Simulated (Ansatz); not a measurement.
**CH₄ClFOSn: one molecule under many settings**

How do the results and run time of CH₄ClFOSn respond when the settings are drawn wide?

Program: Ansatz 0.2.0, Gaussian basis. Level of theory: the settings change from run to run. These are calculated values, not measurements.

1 further run of the same task is left out (for a known fault of the program). Runs told in other sessions of the task aren't counted.

## (1) The molecule

An earlier PBE0-D4 in a triple-zeta def2 set relaxation fixed the geometry. Sn takes a core potential in def2 sets; no spin-orbit term is included.

SMILES `[OH][SnH]([Cl])[CH2]F`, 9 atoms, charge 0, spin multiplicity 1.

Atoms are counted from 1 here; the program's logs count them from 0.

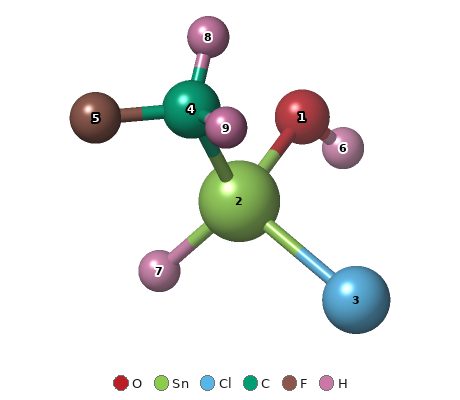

The geometry (oxygen red, tin green, chlorine blue, carbon teal, fluorine brown, hydrogen pink); atoms are numbered from 1 in the order of the file.

## (2) revPBE0/ANO-RCC-VTZP

Contents of in.yaml:

```yaml
crystal:
  periodic: [false, false, false]
  atoms:
    - {symbol: O, position_ang: [0.693813, 1.880232, -0.371536]}
    - {symbol: Sn, position_ang: [0.763027, -0.039866, -0.006834]}
    - {symbol: Cl, position_ang: [1.508749, -0.247735, 2.196838]}
    - {symbol: C, position_ang: [-1.296633, -0.664560, -0.118413]}
    - {symbol: F, position_ang: [-1.441192, -1.665968, -1.057775]}
    - {symbol: H, position_ang: [1.483485, 2.359437, -0.109170]}
    - {symbol: H, position_ang: [1.905634, -0.825233, -0.994139]}
    - {symbol: H, position_ang: [-1.905774, 0.193795, -0.411167]}
    - {symbol: H, position_ang: [-1.622806, -1.036202, 0.854998]}
basis:
  gaussian: {orbitals: ANO-RCC-VTZP}
hamiltonian: {xc: {name: revPBE0}}
```

Run with:

```console
> ansatz run in.yaml --threads 4 --pin off --events-out ev --progress --plain --max-ram 10444MiB
```

Standard output:

```text
Functional definition: revPBE0
  name "revPBE0"
  cite "Zhang & Yang, Phys. Rev. Lett. 80, 890 (1998) doi:10.1103/PhysRevLett.80.890"
  cite "Adamo & Barone, J. Chem. Phys. 110, 6158 (1999) doi:10.1063/1.478522"
  cite "Perdew, Burke & Ernzerhof, Phys. Rev. Lett. 77, 3865 (1996) doi:10.1103/PhysRevLett.77.3865"
  parameter a = 0.25
  parameter kappa = 1.245
  parameter beta = 0.06672455060314922
  exchange = (1 - a)*pbe_x(kappa = kappa, mu = beta*pi^2/3) + a*exact_x
  correlation = pbe_c(beta = beta)
2050 factors; their error is unknown
mean field evaluation 1: about -186491.0653 eV, gradient 6.5e1 eV
mean field evaluation 2: about -186468.3558 eV, gradient 1.2e2 eV
mean field evaluation 4: about -186498.4718 eV, gradient 7.1e0 eV
mean field evaluation 8: about -186498.7932 eV, gradient 2.6e-1 eV
mean field evaluation 16: about -186498.7933 eV, gradient 4.1e-5 eV
mean field -186498.79332034 eV, -6853.7042410999 hartree, gradient 4.1e-5 eV, S^2 0.000000; 0 other end points of the search recorded, 0 dependent functions left out
reference -186498.79340720 eV, -6853.7042442920 hartree; 47, 47 occupied and 201, 201 virtual orbitals, 2050 factors
Total energy: -186498.79340720 eV, -6853.7042442920 hartree
Relativity: scalar
```

Run time: 7.5 s. Hardware: 4 threads of Arm Neoverse V2, shared host; peak memory 0.96 GiB.

## (3) PBEsol/def2-mTZVP

This run has D3(BJ) dispersion.

Edit in.yaml of step 2 so:

```diff
@@ -13,3 +13,4 @@
 basis:
-  gaussian: {orbitals: ANO-RCC-VTZP}
-hamiltonian: {xc: {name: revPBE0}}
+  gaussian: {orbitals: def2-mTZVP}
+hamiltonian: {xc: {name: PBEsol}, dispersion: d3bj}
+output: {forces: true}
```

Launched as before.

Standard output, cut to the lines that bear on the results:

```text
Functional definition: PBEsol
  name "PBEsol"
  cite "Perdew et al., Phys. Rev. Lett. 100, 136406 (2008) doi:10.1103/PhysRevLett.100.136406"
  cite "Perdew, Burke & Ernzerhof, Phys. Rev. Lett. 77, 3865 (1996) doi:10.1103/PhysRevLett.77.3865"
  parent pbesol
[...]
1261 factors; their error is unknown
[...]
mean field -24167.86697957 eV, -888.1527299305 hartree, gradient 1.3e-5 eV, S^2 0.000000; 0 other end points of the search recorded, 0 dependent functions left out
[...]
reference -24167.86702854 eV, -888.1527317303 hartree; 33, 33 occupied and 99, 99 virtual orbitals, 1261 factors
Total energy: -24167.95242196 eV, -888.1558698805 hartree
Atom 0 at     0.693813     1.880232    -0.371536 Å, force    -0.774019     0.171384    -0.359180 eV/Å
Atom 1 at     0.763027    -0.039866    -0.006834 Å, force    -0.040515    -0.304814    -0.066261 eV/Å
Atom 2 at     1.508749    -0.247735     2.196838 Å, force     0.122048    -0.056157     0.347061 eV/Å
Atom 3 at    -1.296633    -0.664560    -0.118413 Å, force     0.135019    -0.000872    -0.046651 eV/Å
Atom 4 at    -1.441192    -1.665968    -1.057775 Å, force    -0.035354    -0.283768    -0.266909 eV/Å
Atom 5 at     1.483485     2.359437    -0.109170 Å, force     0.702365     0.384337     0.237032 eV/Å
Atom 6 at     1.905634    -0.825233    -0.994139 Å, force     0.158861    -0.137672    -0.124736 eV/Å
Atom 7 at    -1.905774     0.193795    -0.411167 Å, force    -0.186787     0.319939    -0.072955 eV/Å
Atom 8 at    -1.622806    -1.036202     0.854998 Å, force    -0.081619    -0.092377     0.352598 eV/Å
Dipole moment:    -0.020636     0.065125    -0.150057 e Å
```

Run time: 1.4 s. Hardware: 4 threads of Arm Neoverse V2, shared host.

Largest force 0.870 eV/Å, dipole 0.79 D.

## (4) revPBE0/def2-SVP

Set apart from the defaults: relativity set to none, high accuracy, the search for lower states set to off.

Edit in.yaml of step 3 so:

```diff
@@ -13,4 +13,6 @@
 basis:
-  gaussian: {orbitals: def2-mTZVP}
-hamiltonian: {xc: {name: PBEsol}, dispersion: d3bj}
+  gaussian: {orbitals: def2-SVP}
+hamiltonian: {xc: {name: revPBE0}, pseudopotentials: {relativity: none}}
+accuracy: high
+scf: {lower_state_search: off}
 output: {forces: true}
```

Launched as before.

Standard output, cut to the lines that bear on the results:

```text
Functional definition: revPBE0
  name "revPBE0"
  cite "Zhang & Yang, Phys. Rev. Lett. 80, 890 (1998) doi:10.1103/PhysRevLett.80.890"
  cite "Adamo & Barone, J. Chem. Phys. 110, 6158 (1999) doi:10.1063/1.478522"
  cite "Perdew, Burke & Ernzerhof, Phys. Rev. Lett. 77, 3865 (1996) doi:10.1103/PhysRevLett.77.3865"
[...]
2438 factors; integrals over basis functions are off by at most 7.2e-9 eV
[...]
mean field -24208.75585460 eV, -889.6553683725 hartree, gradient 6.6e-8 eV, S^2 0.000000; 0 other end points of the search recorded, 0 dependent functions left out
[...]
reference -24208.75585814 eV, -889.6553685025 hartree; 33, 33 occupied and 73, 73 virtual orbitals, 2438 factors
Total energy: -24208.75585814 eV, -889.6553685025 hartree
Atom 0 at     0.693813     1.880232    -0.371536 Å, force    -0.188662     0.578259    -0.185173 eV/Å
Atom 1 at     0.763027    -0.039866    -0.006834 Å, force    -0.004078    -0.441672    -0.225054 eV/Å
Atom 2 at     1.508749    -0.247735     2.196838 Å, force     0.160540    -0.065400     0.491677 eV/Å
Atom 3 at    -1.296633    -0.664560    -0.118413 Å, force    -0.002370    -0.427862    -0.399576 eV/Å
Atom 4 at    -1.441192    -1.665968    -1.057775 Å, force     0.044836     0.070267     0.057900 eV/Å
Atom 5 at     1.483485     2.359437    -0.109170 Å, force     0.161997     0.111868     0.042197 eV/Å
Atom 6 at     1.905634    -0.825233    -0.994139 Å, force     0.082265    -0.086640    -0.092583 eV/Å
Atom 7 at    -1.905774     0.193795    -0.411167 Å, force    -0.163205     0.304499    -0.024121 eV/Å
Atom 8 at    -1.622806    -1.036202     0.854998 Å, force    -0.091323    -0.043319     0.334732 eV/Å
Dipole moment:     0.027904     0.068611    -0.126400 e Å
Checks for a lower state left out: stability, starts, cluster_reference, orbital_swaps, neighbouring_geometries, increment
```

Run time: 3.5 s. Hardware: 4 threads of Arm Neoverse V2, shared host; peak memory 0.4 GiB.

Largest force 0.636 eV/Å, dipole 0.70 D.

## (5) r2SCAN/STO-3G

Set apart from the defaults: charge +1, multiplicity 2, D3(BJ) dispersion.

Edit in.yaml of step 4 so:

```diff
@@ -13,6 +13,6 @@
 basis:
-  gaussian: {orbitals: def2-SVP}
-hamiltonian: {xc: {name: revPBE0}, pseudopotentials: {relativity: none}}
-accuracy: high
-scf: {lower_state_search: off}
+  gaussian: {orbitals: STO-3G}
+total_charge: 1
+magnetization: {spin_polarized: true, initial_magnetization: 1}
+hamiltonian: {xc: {name: r2SCAN}, dispersion: d3bj}
 output: {forces: true}
```

Same command.

Standard output, cut to the lines that bear on the results:

```text
Warning: the engine holds no damping parameters fitted to this dispersion correction and functional, so the run takes those fitted to r2scan beside the three-body term, which d3bj leaves out (hamiltonian.dispersion, under Limitations)
Functional definition: r2SCAN
  name "r2SCAN"
  cite "Furness, Kaplan, Ning, Perdew & Sun, J. Phys. Chem. Lett. 11, 8208 (2020) doi:10.1021/acs.jpclett.0c02405"
  cite "Furness, Kaplan, Ning, Perdew & Sun, J. Phys. Chem. Lett. 11, 9248 (2020) doi:10.1021/acs.jpclett.0c03077"
  parent r2scan
[...]
732 factors; integrals over basis functions are off by at most 4.0e-5 eV
[...]
mean field -180494.26988709 eV, -6633.0420749402 hartree, gradient 1.3e-5 eV, S^2 0.753310; 6 other end points of the search recorded, 0 dependent functions left out
[...]
reference -180494.26989336 eV, -6633.0420751708 hartree; 47, 46 occupied and 8, 9 virtual orbitals, 732 factors
Total energy: -180494.32447736 eV, -6633.0440810959 hartree
Atom 0 at     0.693813     1.880232    -0.371536 Å, force    -3.117229    -1.570586    -1.525075 eV/Å
Atom 1 at     0.763027    -0.039866    -0.006834 Å, force     1.559008    -0.538604     0.281869 eV/Å
Atom 2 at     1.508749    -0.247735     2.196838 Å, force    -0.145971     0.092124    -0.298918 eV/Å
Atom 3 at    -1.296633    -0.664560    -0.118413 Å, force     0.515467     0.215275     0.087304 eV/Å
Atom 4 at    -1.441192    -1.665968    -1.057775 Å, force    -0.248920    -1.070612    -1.020459 eV/Å
Atom 5 at     1.483485     2.359437    -0.109170 Å, force     2.962352     1.861749     1.386541 eV/Å
Atom 6 at     1.905634    -0.825233    -0.994139 Å, force    -0.832516     0.340711     0.326761 eV/Å
Atom 7 at    -1.905774     0.193795    -0.411167 Å, force    -0.489585     0.881792    -0.194055 eV/Å
Atom 8 at    -1.622806    -1.036202     0.854998 Å, force    -0.202605    -0.211850     0.956033 eV/Å
Dipole moment:    -0.273888     0.278380    -0.631168 e Å
```

Run time: 7 s. Hardware: 4 threads of Arm Neoverse V2, shared host.

Largest force 3.809 eV/Å, ⟨S²⟩ 0.753.

## (6) PBEsol/x2c-TZVPPall

Set apart from the defaults: D4 dispersion.

Edit in.yaml of step 5 so:

```diff
@@ -13,6 +13,3 @@
 basis:
-  gaussian: {orbitals: STO-3G}
-total_charge: 1
-magnetization: {spin_polarized: true, initial_magnetization: 1}
-hamiltonian: {xc: {name: r2SCAN}, dispersion: d3bj}
-output: {forces: true}
+  gaussian: {orbitals: x2c-TZVPPall}
+hamiltonian: {xc: {name: PBEsol}, dispersion: d4}
```

The command is unchanged.

Standard output:

```text
Functional definition: PBEsol
  name "PBEsol"
  cite "Perdew et al., Phys. Rev. Lett. 100, 136406 (2008) doi:10.1103/PhysRevLett.100.136406"
  cite "Perdew, Burke & Ernzerhof, Phys. Rev. Lett. 77, 3865 (1996) doi:10.1103/PhysRevLett.77.3865"
  parent pbesol
  exchange = pbesol_x
  correlation = pbesol_c
1588 factors; their error is unknown
mean field evaluation 1: about -186361.4636 eV, gradient 7.8e1 eV
mean field evaluation 2: about -186272.0522 eV, gradient 2.0e2 eV
mean field evaluation 4: about -186371.8888 eV, gradient 1.9e1 eV
mean field evaluation 8: about -186372.6449 eV, gradient 3.3e-1 eV
mean field evaluation 16: about -186372.6202 eV, gradient 1.1e-4 eV
mean field -186372.62021291 eV, -6849.0674649252 hartree, gradient 5.2e-5 eV, S^2 0.000000; 0 other end points of the search recorded, 0 dependent functions left out
reference -186372.62025228 eV, -6849.0674663720 hartree; 47, 47 occupied and 204, 204 virtual orbitals, 1588 factors
Total energy: -186372.68929065 eV, -6849.0700034853 hartree
Relativity: scalar
```

It took 2.4 s on 4 threads of Arm Neoverse V2, shared host; peak memory 0.37 GiB.

## (7) revPBE0/x2c-TZVPPall

Edit in.yaml of step 6 so:

```diff
@@ -14,2 +14,2 @@
   gaussian: {orbitals: x2c-TZVPPall}
-hamiltonian: {xc: {name: PBEsol}, dispersion: d4}
+hamiltonian: {xc: {name: revPBE0}}
```

Same command.

Standard output, cut to the lines that bear on the results:

```text
Functional definition: revPBE0
  name "revPBE0"
  cite "Zhang & Yang, Phys. Rev. Lett. 80, 890 (1998) doi:10.1103/PhysRevLett.80.890"
  cite "Adamo & Barone, J. Chem. Phys. 110, 6158 (1999) doi:10.1063/1.478522"
  cite "Perdew, Burke & Ernzerhof, Phys. Rev. Lett. 77, 3865 (1996) doi:10.1103/PhysRevLett.77.3865"
[...]
1695 factors; their error is unknown
[...]
mean field -186502.15808753 eV, -6853.8278940136 hartree, gradient 6.6e-5 eV, S^2 0.000000; 0 other end points of the search recorded, 0 dependent functions left out
reference -186502.15812386 eV, -6853.8278953487 hartree; 47, 47 occupied and 204, 204 virtual orbitals, 1695 factors
Total energy: -186502.15812386 eV, -6853.8278953487 hartree
Relativity: scalar
```

It took 3.8 s on 4 threads of Arm Neoverse V2, shared host; peak memory 0.72 GiB.

## (8) All runs side by side

| level | charge | multiplicity | geometry | functions | energy (eV) | time |
| --- | --- | --- | --- | --- | --- | --- |
| revPBE0/ANO-RCC-VTZP | 0 | 1 | relaxed | 248 | -186498.793 | 7.5 s |
| PBEsol/def2-mTZVP | 0 | 1 | relaxed | 132 | -24167.952 | 1.4 s |
| revPBE0/def2-SVP | 0 | 1 | relaxed | 106 | -24208.756 | 3.5 s |
| r2SCAN/STO-3G | 1 | 2 | relaxed | 55 | -180494.324 | 7 s |
| PBEsol/x2c-TZVPPall | 0 | 1 | relaxed | 251 | -186372.689 | 2.4 s |
| revPBE0/x2c-TZVPPall | 0 | 1 | relaxed | 251 | -186502.158 | 3.8 s |

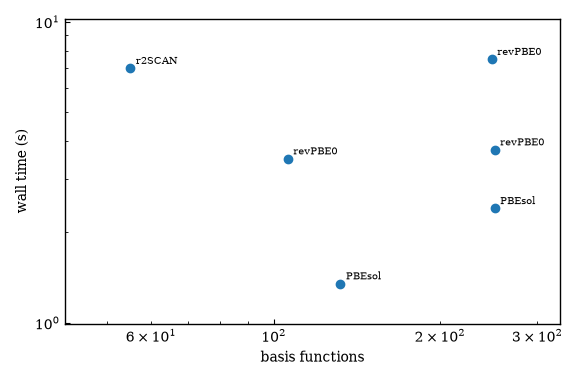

Wall time against the number of basis functions (shared host).

## (9) Results

| quantity | value |
| --- | --- |
| runs | 6 |
| quickest | PBEsol/def2-mTZVP, 1.4 s |
| slowest | revPBE0/ANO-RCC-VTZP, 7.5 s |
| spread of total energies, same state and geometry | 162334.2 eV |
| dipole, same state and geometry | 0.70 to 0.79 D |

**Reading.** revPBE0/ANO-RCC-VTZP took 6 times as long as PBEsol/def2-mTZVP. The jobs differ in tasks and options as well as level. Total energies at one charge and spin differ by 162334 eV between levels, so only differences within one level mean anything. Some of these runs are scalar-relativistic and others not, which shifts the totals of all-electron atoms past neon by several eV an atom and more; core potentials, where a basis has them, take the core out of the total altogether. At the PBE0-D4/def2-TZVP geometry and in the same state, the sound runs without point charges leave forces up to 0.87 eV/Å (PBEsol/def2-mTZVP).
